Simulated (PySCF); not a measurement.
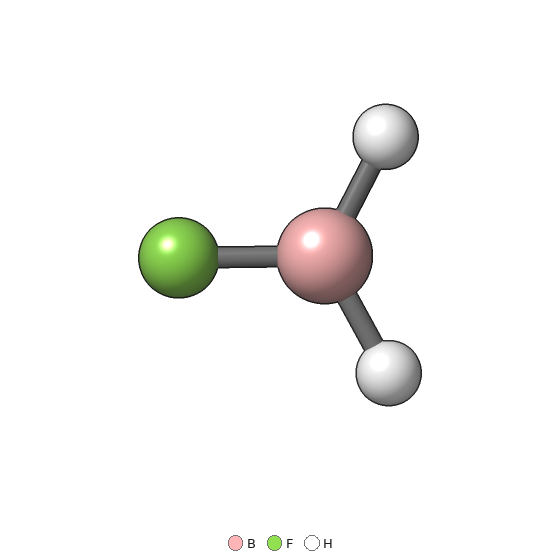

The molecule: BH₂F, SMILES BF.

Vertical TDDFT excitations, CAM-B3LYP/def2-SVPD, PySCF, at a PBE0-D3(BJ)/def2-SVP geometry (no frequency check), gas phase.

Where does it absorb, and how strongly?

Answer. The lowest singlet lies at 6.02 eV (206 nm, f = 0.000); the brightest of the first 10 is S7 at 11.21 eV (111 nm), f = 0.289, mainly HOMO → LUMO+3 (97 %). No singlet lies below 3.1 eV (beyond 400 nm), so at this level no vertical transition falls in the visible.


```csv
state,E (eV),λ (nm),f,main character
S1,6.02,206,0.000,HOMO → LUMO (99 %)
S2,8.93,139,0.047,HOMO → LUMO+1 (94 %)
S3,9.93,125,0.094,HOMO−1 → LUMO (96 %)
S4,9.97,124,0.031,HOMO → LUMO+2 (93 %)
S5,10.43,119,0.000,HOMO−3 → LUMO (98 %)
S6,11.02,113,0.062,HOMO−2 → LUMO (88 %)
S7,11.21,111,0.289,HOMO → LUMO+3 (97 %)
S8,11.67,106,0.103,HOMO → LUMO+4 (96 %)
S9,11.92,104,0.087,HOMO → LUMO+6 (98 %)
S10,12.03,103,0.036,HOMO → LUMO+5 (93 %)
```

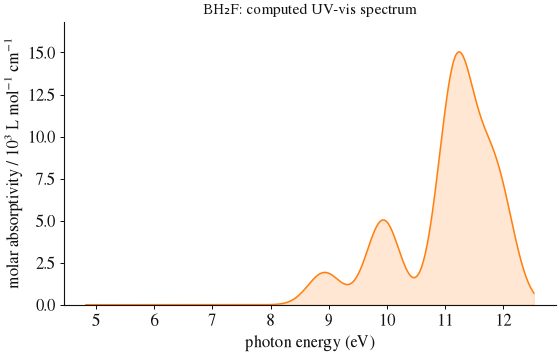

The lowest 10 singlet states are shown; each is broadened by a Gaussian of 1/e half-width 0.40 eV.

Known limits of this run: states above the negative HOMO energy depend on the basis; core orbitals are frozen in the response.
